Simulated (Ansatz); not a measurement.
Consider ClH₆NSi₂Zn.

Input file:

```
basis:
  gaussian: {orbitals: def2-SVPD}
crystal:
  periodic: [false, false, false]
  atoms:
    - symbol: Cl
      position_ang: [-4.432580, 0.150660, -4.717365]
    - symbol: N
      position_ang: [-2.406072, 0.834071, -1.425915]
    - symbol: Si
      position_ang: [-2.538710, -0.313124, -0.121686]
    - symbol: Si
      position_ang: [-1.420867, 2.268497, -1.345750]
    - symbol: Zn
      position_ang: [-3.349654, 0.515529, -2.959266]
    - symbol: H
      position_ang: [-1.220277, -0.933601, 0.223958]
    - symbol: H
      position_ang: [-3.472985, -1.402444, -0.555749]
    - symbol: H
      position_ang: [-3.087257, 0.308541, 1.125441]
    - symbol: H
      position_ang: [0.028432, 1.950341, -1.143147]
    - symbol: H
      position_ang: [-1.842690, 3.183781, -0.238040]
    - symbol: H
      position_ang: [-1.565143, 3.003085, -2.644775]
hamiltonian: {xc: pbe0}
output: {forces: true, orbitals: {seedname: orbitals}}
```

Command:

```sh
ansatz run input.yaml --threads 2 --pin off --max-ram 6090MiB --events-out events.jsonl --progress --plain --runs-dir runs
```

Geometry: PBE0-D4/def2-SVP.

All numbers below come from Ansatz, isolated molecule in a Gaussian basis; Kohn-Sham density functional theory, functional PBE0.

> What can the converged electron density and electron localisation function tell about the bonding?

Si–N (1.74 Å): ρ is about 1 e/Å³ halfway; the ELF peaks at about 0.90 between the atoms; a shared but strongly polarised pair.
Zn–N (1.83 Å): ρ at the midpoint is about 0.84 e/Å³; the ELF peaks at about 0.85 in the valence shell of N, 0.6 Å from its nucleus, and is about 0.25 at the midpoint.
Zn–Cl (2.10 Å): the density is about 0.69 e/Å³ at the midpoint; the ELF peaks at about 0.80 in the valence shell of Cl, 0.8 Å from its nucleus, and is about 0.45 at the midpoint.
Si–H (1.50 Å): ρ at the midpoint is about 0.75 e/Å³; the ELF climbs to about 1 towards the hydrogen, as it does in any bond to H.

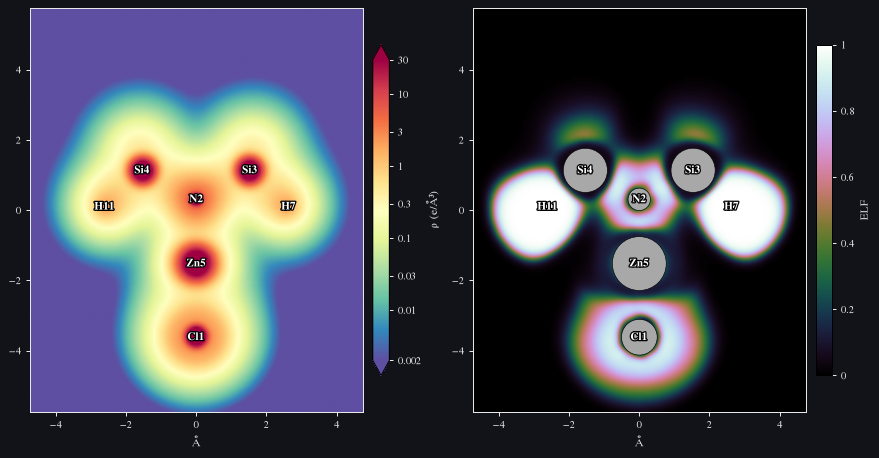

Computed electron density and electron localisation function on the plane of atoms Si4, N2 and Zn5, in this order. Grey discs cover the atomic cores in the ELF map. 
